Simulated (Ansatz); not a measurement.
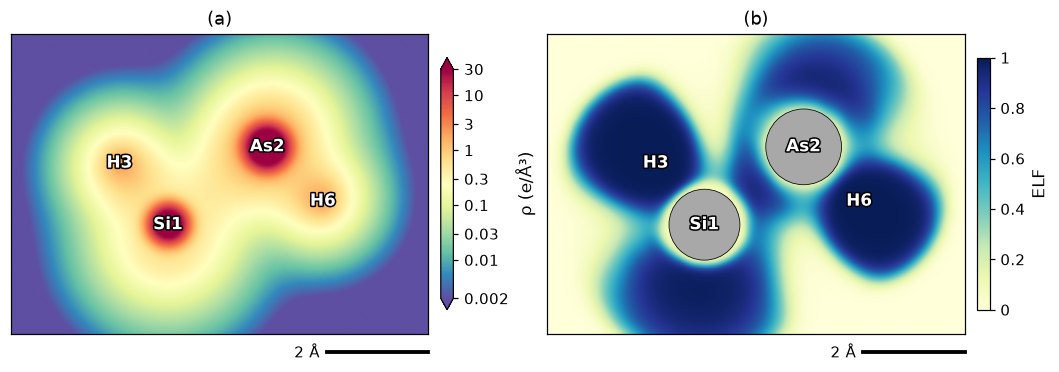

Figure 1: AsH4Si (charge −1). (a) electron density; (b) ELF on the plane of atoms Si1, As2 and H6. Grey discs cover the atomic cores in the ELF map.

All numbers below come from Ansatz 0.2.0, RKS CAM-B3LYP-D4/def2-SVP.

```xyz
6

Si    0.0066   -1.2250    0.4496
As   -0.0348    1.1129   -0.3987
H     1.0917   -1.5905   -0.5921
H    -1.1409   -1.6119   -0.5147
H     1.1280    1.6419    0.4502
H    -1.0505    1.6725    0.6058
```

> Describe what can be read from this map.

The plane passes through Si, As and H nuclei. Si–As (2.49 Å): the density is about 0.52 e/Å³ at the midpoint, with its minimum of 0.44 e/Å³ about 0.9 Å from Si; the ELF peaks at about 0.90 between the atoms, as expected for a shared electron pair. As–H (1.53 Å): the density is about 1.1 e/Å³ at the midpoint; the ELF climbs to about 1 towards the hydrogen, as it does in any bond to H. Si–H (1.55 Å): the density is about 0.65 e/Å³ at the midpoint; the ELF climbs to about 1 towards the hydrogen. The ELF also peaks beside Si1 and As2, away from the bonds: lone-pair regions.
